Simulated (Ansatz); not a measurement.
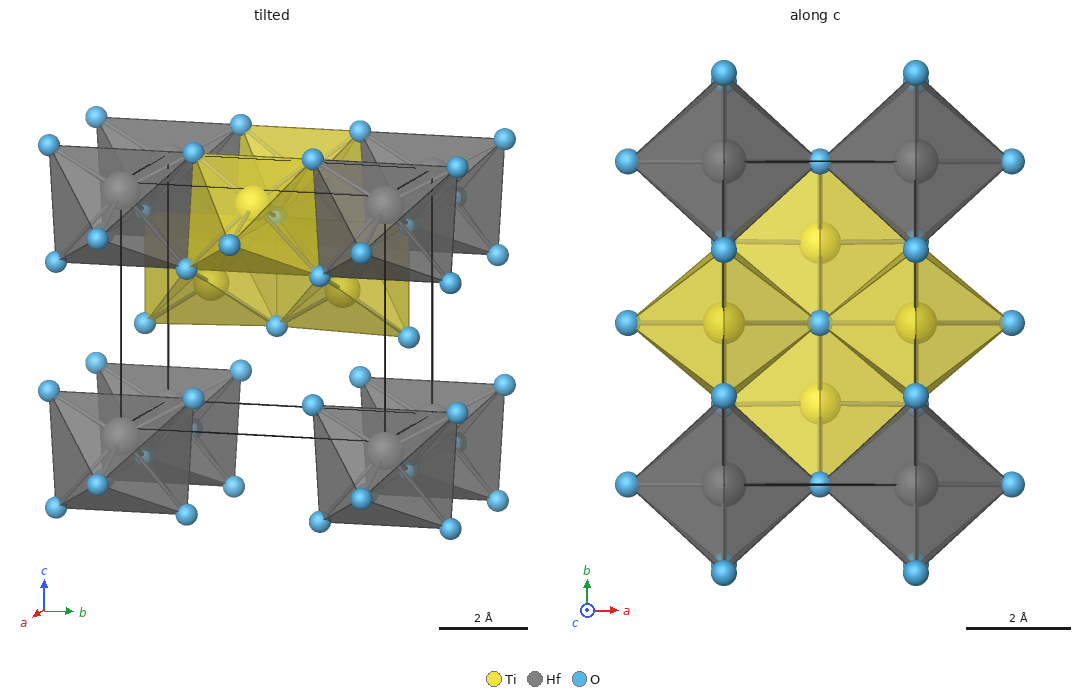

Polyhedral drawing of the structure, looking slightly off an axis and along the c axis. Thin lines show the conventional unit cell, with boundary atoms drawn in all their periodic places. Some atoms of the next cells are drawn as well.

HfTi3O8, space group Pmm2 (No. 25), a = 3.727 Å, b = 6.271 Å, c = 5.684 Å, α = 90.00°, β = 90.00°, γ = 90.00°. Provenance: a structure type filled with these elements by a generator (whether the compound takes this form wasn't checked). Earlier steps of the study, as a rule a relaxation of our own, may have changed the cell and positions, so they can lie some per cent off the listed ones. It went into a calculation with Ansatz.

This one geometry was computed with Ansatz (DFT, plane waves, PAW) at five levels of theory: PBE0, PBE with spin-orbit coupling, HSE06, PBE and r2SCAN. It was relaxed beforehand with r2SCAN.

### Which level gives the highest pressure at this volume, and what does that say about its equilibrium volume?

Highest: PBE with spin-orbit coupling (5.1 GPa) and PBE (5.1 GPa), which points to the largest equilibrium volume. Lowest, with the smallest volume: PBE0 (-1.8 GPa) and HSE06 (-1.7 GPa). Levels within 0.5 GPa of each other can't be told apart.

### How does the band gap change with the level of theory?

PBE with spin-orbit coupling: a gap of 2.90 eV, indirect; PBE: a gap of 2.90 eV, indirect; r2SCAN: a gap of 3.28 eV, indirect; HSE06: a gap of 4.46 eV, indirect; PBE0: a gap of 5.21 eV, indirect.

### Collect the results in a table.

| level | cutoff (eV) | k-mesh of the run's cell | gap (eV) | pressure (GPa) |
| --- | --- | --- | --- | --- |
| PBE0 | 420 | 4×2×4 | 5.21 | -1.8 |
| PBE with spin-orbit coupling | 420 | 8×4×4 | 2.90 | 5.1 |
| HSE06 | 420 | 4×2×4 | 4.46 | -1.7 |
| PBE | 420 | 8×4×4 | 2.90 | 5.1 |
| r2SCAN | 500 | 8×4×4 | 3.28 | 0.0 |

Gaps are taken on the k-mesh or band path of each run.
